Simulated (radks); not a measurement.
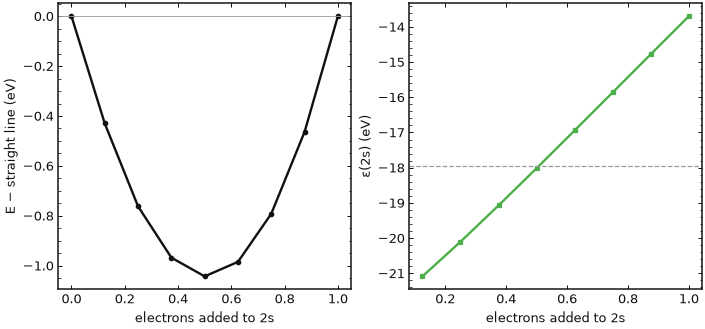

The occupation of the 2s shell is varied from Be²⁺ (1s2) to Be⁺ ([He] 2s1), with spherical fractional occupations. The plot shows the total energy less the straight line between the end points, and the eigenvalue of 2s (the dashed line is minus the energy to take the whole electron out). The values are computed.

Q: Was this Hartree-Fock or a semilocal functional, and how does the plot tell?

A: It was a semilocal functional (LDA, GGA or meta-GGA): non-relativistic Kohn-Sham, PBE, spin-unpolarised, spherical densities, point nucleus, computed with the in-house radial solver radks. The curve is convex (below the straight line), with the largest deviation among the points computed, −1.04 eV, at 0.5. The end points differ by 17.9 eV, the energy to take the electron out. The eigenvalue, which is the slope of the energy (Janak's theorem), moves from −21.1 eV at 0.125 to −13.7 eV at 1; for a straight line it would stay constant, and a parabola would sag by an eighth of this change, scaled to a whole electron, 1.06 eV. Convexity is the delocalisation error: fractional charges are too low in energy. For an s shell Hartree-Fock would as a rule bend the other way.
